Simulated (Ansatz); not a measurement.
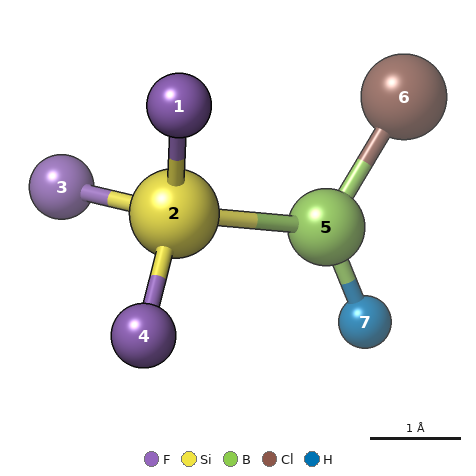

Orthographic view. Distant atoms are faded towards the background colour. Computed geometry: PBE-D4/def2-SVP optimisation. No frequency run is at hand to confirm it as a minimum.

Write a MOL file (V2000) with the atoms in numerical order, bonds sorted by atom number with the orders drawn, and coordinates in the frame of the picture: x right, y up, z towards the viewer, origin at the mean position.

```
BClF3HSi
                    3D

  7  6  0  0  0  0  0  0  0  0999 V2000
   -0.6400    1.1900    1.5400 F   0  0  0  0  0  0  0  0  0  0  0  0
   -0.6900   -0.0100    0.4500 Si  0  0  0  0  0  4  0  0  0  0  0  0
   -1.9500    0.2900   -0.5400 F   0  0  0  0  0  0  0  0  0  0  0  0
   -1.0300   -1.3700    1.2600 F   0  0  0  0  0  0  0  0  0  0  0  0
    1.0000   -0.1600   -0.6300 B   0  0  0  0  0  0  0  0  0  0  0  0
    1.8700    1.2900   -1.0500 Cl  0  0  0  0  0  0  0  0  0  0  0  0
    1.4300   -1.2200   -1.0400 H   0  0  0  0  0  0  0  0  0  0  0  0
  1  2  1  0
  2  3  1  0
  2  4  1  0
  2  5  1  0
  5  6  1  0
  5  7  1  0
M  END
```
